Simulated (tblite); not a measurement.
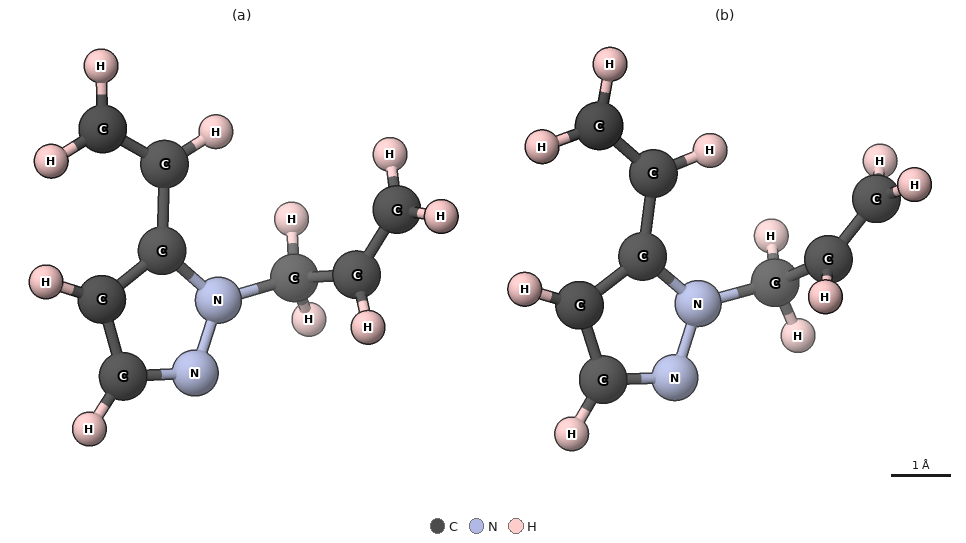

The structure of C8H10N2 before (left) and after (right) a relaxation, at one scale.

A ball-and-stick model, seen at a tilt.

All numbers below come from GFN2-xTB geometry optimisation, gas phase (tblite 0.8.0). 

**Summarise the run.**

The largest move after the best rigid fit is that of an H atom, 0.82 Å. By element the largest moves are H 0.82 Å, C 0.36 Å, N 0.24 Å. Among the contacts that change: C–H 1.114 → 1.076 Å, C–C 1.478 → 1.441 Å, C–N 1.462 → 1.439 Å, C–N 1.344 → 1.322 Å. Among the angles between lasting bonds that change: C–C–C 116.6° → 124.3°, C–C–H 114.4° → 121.9°, N–C–H 126.8° → 120.2°. Groups turn about C–N by about 25°. After 132 geometry steps the energy has fallen by 0.458 eV. Cost: 0.99 s on 1 thread of Arm Neoverse V1 (shared host).
